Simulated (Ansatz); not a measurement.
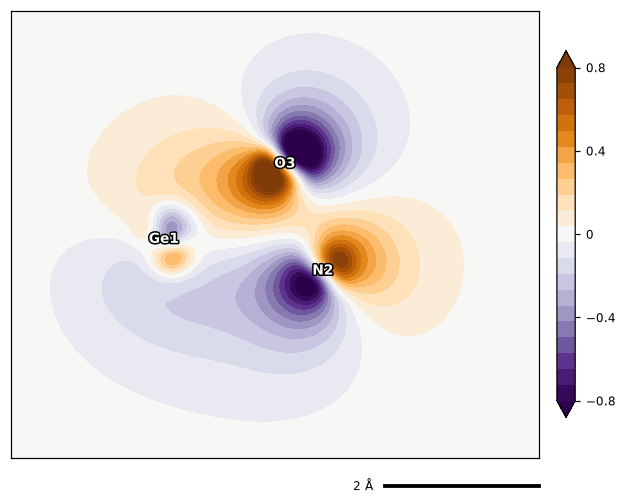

Figure 1: GeH2NO (SMILES [NH2+]1[O][Ge]1) (charge +1). The HOMO on the plane of atoms N2, Ge1 and O3 (values in Å⁻³ᐟ²; the overall sign is arbitrary).

Geometry: BLYP-D3(BJ)/def2-SVP.

Computed with isolated molecule in a Gaussian basis; Kohn-Sham density functional theory, functional PBE0 (Ansatz 0.2.0).

```xyz
5

Ge    0.9454    1.7221   -1.2075
N     0.5645   -0.1424   -0.3226
O    -0.0593    0.2266   -1.6011
H     1.1538   -0.9843   -0.4547
H    -0.1722   -0.3146    0.3855
```

**What is the character of this orbital?**

It lies mainly on O3 (about 45 %), N2 (about 30 %) and Ge1 (about 20 %). Its energy is −14.73 eV.
